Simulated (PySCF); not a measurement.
# Tc³⁺: dipole response in aug-cc-pVTZ-PP plus 1 even-tempered diffuse shell per l with ECP28

How polarisable is Tc³⁺ at the levels listed below?

Method: unrestricted determinants in a Gaussian basis, no spin-orbit coupling in the energies. Code: PySCF 2.14.0.

**1. The atom as given**

```
Element     : technetium (Z = 43)
Basis       : aug-cc-pVTZ-PP with one added diffuse shell each of s, p, d, f, g type with ECP28MDF (7s7p6d4f3g, 113 functions)
Hamiltonian : a scalar-relativistic core potential
State 1     : Tc³⁺: [Kr] 4d4, high-spin 5D determinant
Methods     : LC-wPBE
```

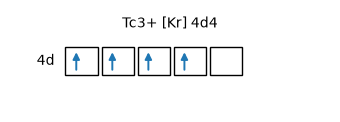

Occupation of the outer shells (arrows by Hund's rule).

One driver process ran all states and methods and kept the integrals in memory. Each run is shown as a PySCF script that sums up its settings (the driver passes frozen orbitals as a list and adds second-order terms of double hybrids); the logs are those of the runs themselves. The driver starts from symmetry-adapted Hartree-Fock orbitals, holds the occupation by maximum overlap and uses a logarithmic radial grid for functionals, so a plain start would take other cycles.

The integrals over 113 functions and the set-up took 3.1 s of CPU time.

**2. Tc³⁺: LC-wPBE**

LC-wPBE:

File input.py:

```python
from pyscf import gto, scf, dft, mp, cc
import basis_set_exchange as bse
txt = bse.get_basis("aug-cc-pVTZ-PP", elements=["Tc"], fmt="nwchem", header=False, augment_diffuse=1)
cut = txt.index("\nECP")
mol = gto.M(atom="Tc 0 0 0", charge=3, spin=4, symmetry="D2h",
            basis=gto.basis.parse(txt[:cut]),
            ecp={"Tc": gto.basis.parse_ecp(txt[cut:])})
mf = dft.UKS(mol, xc="LC_WPBE")
mf.irrep_nelec = {'Ag': (2, 1), 'B1g': (1, 0), 'B2g': (1, 0), 'B3g': (1, 0), 'B1u': (1, 1), 'B2u': (1, 1), 'B3u': (1, 1)}
mf.kernel()
```

Output:

```text
damping factor = 0
level_shift factor = 0
DIIS = <class 'pyscf.scf.diis.CDIIS'>
diis_start_cycle = 1
diis_space = 10
diis_damp = 0
SCF conv_tol = 1e-09
SCF conv_tol_grad = None
number electrons alpha = 8  beta = 4
XC functionals = LC_WPBE
    O. A. Vydrov and G. E. Scuseria.,  J. Chem. Phys. 125, 234109 (2006)
cycle= 1 E= -78.5515318582691  delta_E= -0.00307  |g|= 0.0132  |ddm|= 0.155
cycle= 2 E= -78.5515868240443  delta_E= -5.5e-05  |g|= 0.00226  |ddm|= 0.00754
cycle= 3 E= -78.5515886579878  delta_E= -1.83e-06  |g|= 0.000485  |ddm|= 0.00416
cycle= 4 E= -78.5515887898109  delta_E= -1.32e-07  |g|= 0.000118  |ddm|= 0.000995
cycle= 5 E= -78.5515888063642  delta_E= -1.66e-08  |g|= 4.24e-05  |ddm|= 0.00022
cycle= 6 E= -78.5515888116213  delta_E= -5.26e-09  |g|= 7.79e-06  |ddm|= 0.000132
cycle= 7 E= -78.5515888117932  delta_E= -1.72e-10  |g|= 3.68e-07  |ddm|= 2.7e-05
converged SCF energy = -78.5515888117932  <S^2> = 6.0007293  2S+1 = 5.0002917
```

CPU time 43 s on a shared host, the integrals not counted.

The occupied shells:

```
shell  electrons  mean orbital energy (eV)  spread (eV)  rms radius (bohr)
 4s α          1                   -111.31            0               1.13
 4s β          1                   -108.17            0               1.13
 4p α          3                   -82.620        0.377               1.25
 4p β          3                   -78.708        1.457               1.25
 4d α          4                   -41.066        0.874               1.63
```

⟨S²⟩ = 6.001, ⟨L²⟩ = 6.01.

The driver then solved the coupled dipole response at imaginary frequencies: mean α = 5.403 bohr³ (xx, yy, zz: 5.187, 5.187, 5.835), C₆ = 24.44 au for a like pair.

Energies and moments cover only the electrons outside the core potential.

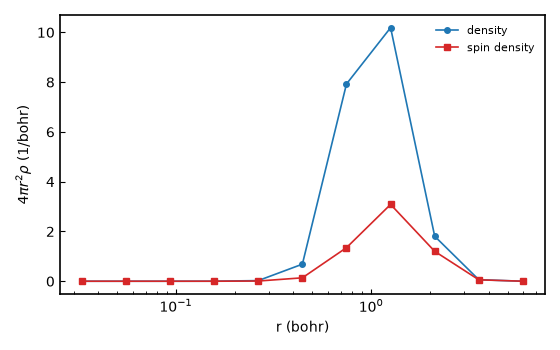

Radial density 4πr²ρ of Tc³⁺ at LC-wPBE, the electrons outside the core potential, at 11 stored radii joined by straight lines.

**3. The response side by side**

Tc³⁺, in atomic units:

```
 method  mean α  C₆ (like pair)  S(−4)
LC-wPBE   5.403           24.44  7.260
```

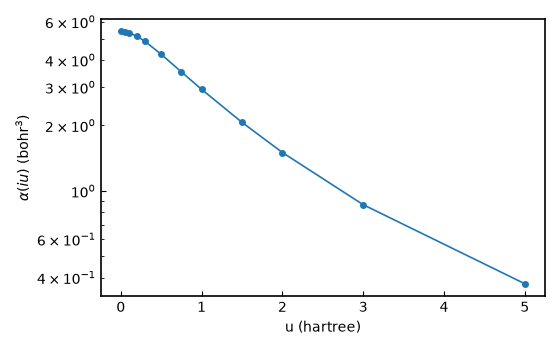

α(iu) of Tc³⁺, the polarisability at imaginary frequency, on a logarithmic scale.

**4. Summary of results**

| quantity | value |
| --- | --- |
| α of Tc³⁺ | 5.403 (LC-wPBE) bohr³ |

What this shows: A single London oscillator with the computed α and C₆ of Tc³⁺ at LC-wPBE would have ω = 4 C₆ / (3 α²) = 1.12 hartree. The basis is finite, and no extrapolation was made.
